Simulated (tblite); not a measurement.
**Geometry relaxation, with input and output: BBr3Cl (charge −1)**

- system: BBr3Cl, charge −1
- method: GFN2-xTB geometry optimisation, gas phase (tblite 0.8.0)

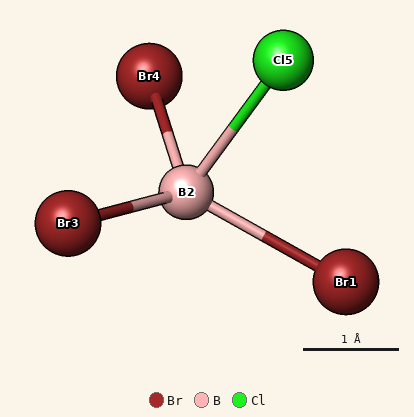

The starting structure (ball-and-stick view, seen at a tilt; atoms are numbered from 1 in the order of the input). Bond lengths as drawn: B–Br 1.87 to 1.93 Å and B–Cl 1.93 Å.

### Summary

| quantity | value |
| --- | --- |
| outcome | converged |
| total energy | −502.2289 eV |
| hardware | 1 CPU thread, shared host |
| peak memory | 0.3 GiB |

### Input
```
{"job": {"kind": "relax", "xc": "GFN2-xTB", "basis": "xTB"}, "charge": -1, "multiplicity": 1}
Br     1.886600    -0.357000    -0.295200
B     -0.005600     0.011300    -0.252100
Br    -0.638400     1.698400    -0.746000
Br    -1.200500    -1.333100     0.330900
Cl     0.002800    -0.826800    -1.987600
```

The first line tells a small driver script what to run in tblite; the rest is the geometry in Å.

Launched with:
```bash
OMP_NUM_THREADS=1 python <driver script> task.json out
```

### The program's output
```
step      E/eV     max force
  0    -499.76169    4.333
  1    -500.50026    3.239
  2    -501.76891    1.575
  3    -501.89433    1.188
  4    -502.01084    1.007
  5    -502.12436    0.823
  6    -502.18570    0.540
  7    -502.20864    0.474
  8    -502.21665    0.426
  9    -502.22468    0.216
 10    -502.22747    0.078
 11    -502.22795    0.053
 12    -502.22813    0.046
 13    -502.22845    0.042
 14    -502.22872    0.030
 15    -502.22886    0.026
 16    -502.22889    0.019
 17    -502.22891    0.014
 18    -502.22893    0.011
 19    -502.22895    0.010
```

### Trajectory as extended XYZ (Å, eV, eV/Å), 20 frames, from step=0 to step=19
```
5
Properties=species:S:1:pos:R:3:forces:R:3 step=0 energy=-499.76169
Br    1.8866   -0.3570   -0.2952    2.6260   0.7510   2.7280
B    -0.0056    0.0113   -0.2521    0.6080  -1.5450  -2.2070
Br   -0.6384    1.6984   -0.7460   -0.6270   2.2740   0.6440
Br   -1.2005   -1.3331    0.3309   -1.5350  -0.8040   2.9780
Cl    0.0028   -0.8268   -1.9876   -1.0720  -0.6770  -4.1430
5
Properties=species:S:1:pos:R:3:forces:R:3 step=1 energy=-500.50026
Br    1.9241   -0.3463   -0.2563    1.7420   0.6550   2.2180
B     0.0031   -0.0107   -0.2836    0.2760  -1.2620  -2.2130
Br   -0.6473    1.7309   -0.7368   -0.3170   1.4120   0.7620
Br   -1.2224   -1.3446    0.3735   -0.9270  -0.3180   2.3400
Cl   -0.0125   -0.8365   -2.0468   -0.7730  -0.4870  -3.1070
5
Properties=species:S:1:pos:R:3:forces:R:3 step=2 energy=-501.76891
Br    2.0326   -0.3062   -0.1200   -0.5580   0.3700   0.7710
B     0.0208   -0.0882   -0.4180   -0.1050  -0.6140  -1.4470
Br   -0.6675    1.8193   -0.6909    0.3190  -0.5160   0.6230
Br   -1.2806   -1.3654    0.5175    0.5080   0.6790   0.4880
Cl   -0.0603   -0.8666   -2.2387   -0.1650   0.0820  -0.4350
5
Properties=species:S:1:pos:R:3:forces:R:3 step=3 energy=-501.89433
Br    2.0467   -0.2914   -0.0779   -0.8960   0.2650   0.4180
B     0.0233   -0.1152   -0.4704   -0.1300  -0.4260  -1.1010
Br   -0.6667    1.8300   -0.6709    0.3870  -0.7890   0.4740
Br   -1.2847   -1.3588    0.5566    0.6970   0.7430   0.0860
Cl   -0.0735   -0.8717   -2.2873   -0.0590   0.2080   0.1230
5
Properties=species:S:1:pos:R:3:forces:R:3 step=4 energy=-502.01084
Br    2.0404   -0.2738   -0.0342   -0.9870   0.1490   0.1340
B     0.0233   -0.1466   -0.5359   -0.1300  -0.1790  -0.5910
Br   -0.6584    1.8233   -0.6453    0.3770  -0.8490   0.2970
Br   -1.2743   -1.3386    0.5908    0.7300   0.6670  -0.1830
Cl   -0.0861   -0.8715   -2.3255    0.0100   0.2130   0.3430
5
Properties=species:S:1:pos:R:3:forces:R:3 step=5 energy=-502.12436
Br    2.0076   -0.2536    0.0090   -0.8190   0.0190  -0.0800
B     0.0201   -0.1800   -0.6107   -0.0980   0.1240   0.0980
Br   -0.6406    1.7943   -0.6141    0.2780  -0.6690   0.0960
Br   -1.2449   -1.3022    0.6168    0.5970   0.4430  -0.3130
Cl   -0.0972   -0.8656   -2.3511    0.0420   0.0840   0.1990
5
Properties=species:S:1:pos:R:3:forces:R:3 step=6 energy=-502.18570
Br    1.9661   -0.2444    0.0233   -0.4640  -0.0450  -0.0810
B     0.0153   -0.1916   -0.6424   -0.0480   0.2560   0.4730
Br   -0.6239    1.7593   -0.5973    0.1340  -0.3060   0.0020
Br   -1.2129   -1.2714    0.6163    0.3550   0.1880  -0.1970
Cl   -0.0997   -0.8590   -2.3500    0.0230  -0.0930  -0.1970
5
Properties=species:S:1:pos:R:3:forces:R:3 step=7 energy=-502.20864
Br    1.9381   -0.2448    0.0181   -0.1560  -0.0460   0.0280
B     0.0118   -0.1857   -0.6350   -0.0120   0.1940   0.4070
Br   -0.6150    1.7376   -0.5947    0.0240   0.0070   0.0040
Br   -1.1929   -1.2572    0.6039    0.1500   0.0230   0.0010
Cl   -0.0971   -0.8571   -2.3423   -0.0070  -0.1770  -0.4400
5
Properties=species:S:1:pos:R:3:forces:R:3 step=8 energy=-502.21665
Br    1.9290   -0.2468    0.0146   -0.0610  -0.0350   0.0740
B     0.0107   -0.1790   -0.6225   -0.0040   0.1110   0.2370
Br   -0.6130    1.7328   -0.5956   -0.0060   0.0910   0.0160
Br   -1.1861   -1.2545    0.5988    0.0850  -0.0160   0.0710
Cl   -0.0958   -0.8597   -2.3453   -0.0140  -0.1500  -0.3980
5
Properties=species:S:1:pos:R:3:forces:R:3 step=9 energy=-502.22468
Br    1.9197   -0.2484    0.0160   -0.0050  -0.0290   0.0790
B     0.0097   -0.1722   -0.6092   -0.0010   0.0190   0.0300
Br   -0.6110    1.7309   -0.5946   -0.0210   0.1140   0.0080
Br   -1.1777   -1.2518    0.5983    0.0390  -0.0370   0.0880
Cl   -0.0958   -0.8657   -2.3604   -0.0110  -0.0670  -0.2050
5
Properties=species:S:1:pos:R:3:forces:R:3 step=10 energy=-502.22747
Br    1.9155   -0.2485    0.0215   -0.0140  -0.0320   0.0430
B     0.0094   -0.1708   -0.6069   -0.0040  -0.0060  -0.0370
Br   -0.6101    1.7322   -0.5923   -0.0170   0.0750  -0.0130
Br   -1.1728   -1.2502    0.6025    0.0360  -0.0330   0.0460
Cl   -0.0971   -0.8699   -2.3748   -0.0020  -0.0040  -0.0390
5
Properties=species:S:1:pos:R:3:forces:R:3 step=11 energy=-502.22795
Br    1.9142   -0.2485    0.0250   -0.0250  -0.0340   0.0190
B     0.0093   -0.1716   -0.6089   -0.0060  -0.0010  -0.0300
Br   -0.6099    1.7336   -0.5912   -0.0110   0.0460  -0.0250
Br   -1.1707   -1.2498    0.6054    0.0400  -0.0260   0.0180
Cl   -0.0979   -0.8709   -2.3803    0.0020   0.0160   0.0180
5
Properties=species:S:1:pos:R:3:forces:R:3 step=12 energy=-502.22813
Br    1.9133   -0.2489    0.0267   -0.0270  -0.0330   0.0090
B     0.0091   -0.1720   -0.6105   -0.0070   0.0050  -0.0170
Br   -0.6100    1.7347   -0.5912   -0.0080   0.0300  -0.0290
Br   -1.1693   -1.2500    0.6069    0.0390  -0.0230   0.0060
Cl   -0.0982   -0.8709   -2.3818    0.0030   0.0200   0.0310
5
Properties=species:S:1:pos:R:3:forces:R:3 step=13 energy=-502.22845
Br    1.9112   -0.2508    0.0291   -0.0220  -0.0260  -0.0020
B     0.0087   -0.1724   -0.6130   -0.0070   0.0140   0.0050
Br   -0.6104    1.7375   -0.5922   -0.0030   0.0050  -0.0300
Br   -1.1661   -1.2511    0.6089    0.0310  -0.0140  -0.0080
Cl   -0.0984   -0.8704   -2.3828    0.0020   0.0220   0.0360
5
Properties=species:S:1:pos:R:3:forces:R:3 step=14 energy=-502.22872
Br    1.9088   -0.2536    0.0305   -0.0090  -0.0140  -0.0040
B     0.0082   -0.1718   -0.6141   -0.0070   0.0160   0.0170
Br   -0.6111    1.7405   -0.5943    0.0010  -0.0150  -0.0250
Br   -1.1626   -1.2530    0.6099    0.0170  -0.0060  -0.0110
Cl   -0.0983   -0.8693   -2.3820   -0.0020   0.0190   0.0230
5
Properties=species:S:1:pos:R:3:forces:R:3 step=15 energy=-502.22886
Br    1.9073   -0.2558    0.0304    0.0050  -0.0040   0.0020
B     0.0077   -0.1706   -0.6134   -0.0050   0.0100   0.0130
Br   -0.6117    1.7421   -0.5965    0.0020  -0.0200  -0.0160
Br   -1.1603   -1.2546    0.6098    0.0040  -0.0010  -0.0040
Cl   -0.0980   -0.8683   -2.3803   -0.0060   0.0140   0.0040
5
Properties=species:S:1:pos:R:3:forces:R:3 step=16 energy=-502.22889
Br    1.9072   -0.2565    0.0300    0.0080  -0.0010   0.0070
B     0.0075   -0.1699   -0.6124   -0.0030   0.0040   0.0060
Br   -0.6118    1.7421   -0.5974    0.0010  -0.0150  -0.0110
Br   -1.1600   -1.2551    0.6093    0.0000   0.0000   0.0020
Cl   -0.0980   -0.8678   -2.3795   -0.0070   0.0120  -0.0040
5
Properties=species:S:1:pos:R:3:forces:R:3 step=17 energy=-502.22891
Br    1.9074   -0.2566    0.0299    0.0080   0.0000   0.0090
B     0.0074   -0.1696   -0.6119   -0.0010   0.0000   0.0010
Br   -0.6118    1.7417   -0.5979    0.0000  -0.0090  -0.0080
Br   -1.1600   -1.2552    0.6091   -0.0010  -0.0010   0.0050
Cl   -0.0981   -0.8675   -2.3792   -0.0070   0.0100  -0.0060
5
Properties=species:S:1:pos:R:3:forces:R:3 step=18 energy=-502.22893
Br    1.9078   -0.2568    0.0302    0.0050   0.0010   0.0080
B     0.0073   -0.1693   -0.6114    0.0030  -0.0050  -0.0030
Br   -0.6118    1.7411   -0.5987   -0.0010  -0.0020  -0.0050
Br   -1.1599   -1.2554    0.6091   -0.0010   0.0000   0.0060
Cl   -0.0984   -0.8668   -2.3792   -0.0050   0.0070  -0.0070
5
Properties=species:S:1:pos:R:3:forces:R:3 step=19 energy=-502.22895
Br    1.9081   -0.2570    0.0309    0.0010   0.0010   0.0040
B     0.0072   -0.1692   -0.6114    0.0060  -0.0080  -0.0030
Br   -0.6118    1.7404   -0.5995   -0.0020   0.0030  -0.0020
Br   -1.1596   -1.2555    0.6095   -0.0010   0.0000   0.0040
Cl   -0.0989   -0.8659   -2.3796   -0.0030   0.0040  -0.0040
```

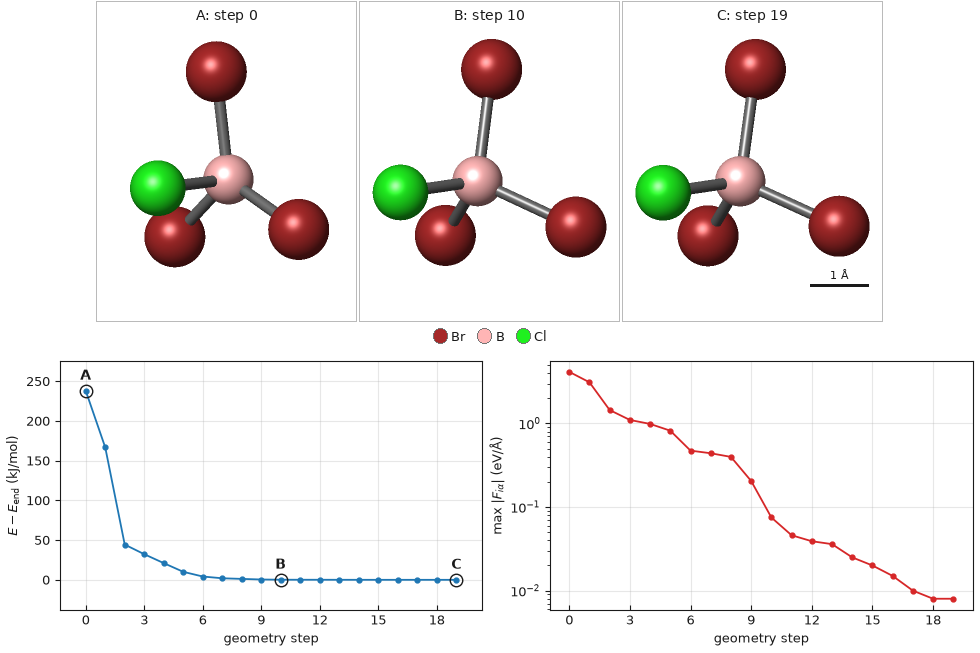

Frames of the relaxation (ball-and-stick view, seen at a tilt) above the curves, on which the letters mark them (steps are counted from 0).

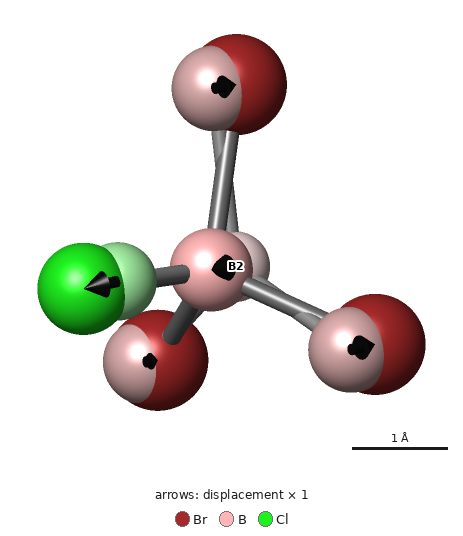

Start (faint) and end (solid) with the displacements as black arrows, at true length (ball-and-stick view, seen at a tilt). The two geometries are laid on each other by the best rigid fit. The energy falls by 238.1 kJ/mol in 19 geometry steps. The largest force component goes from 4.1 to 0.008 eV/Å. The largest move after the best rigid fit is that of Cl5, 0.41 Å. By element the largest moves are Cl 0.41 Å, B 0.40 Å, Br 0.34 Å. Among the contacts that change: B2–Br3 1.868 → 2.007 Å, B2–Br4 1.891 → 2.008 Å, Br1–B2 1.928 → 2.008 Å, B2–Cl5 1.927 → 1.903 Å. Among the angles that change: Br1–B2–Cl5 83.8° → 109.5°, Br4–B2–Cl5 88.4° → 109.5°, Br3–B2–Br4 120.6° → 109.4°. (Atoms are counted from 1 in the order of the input.)
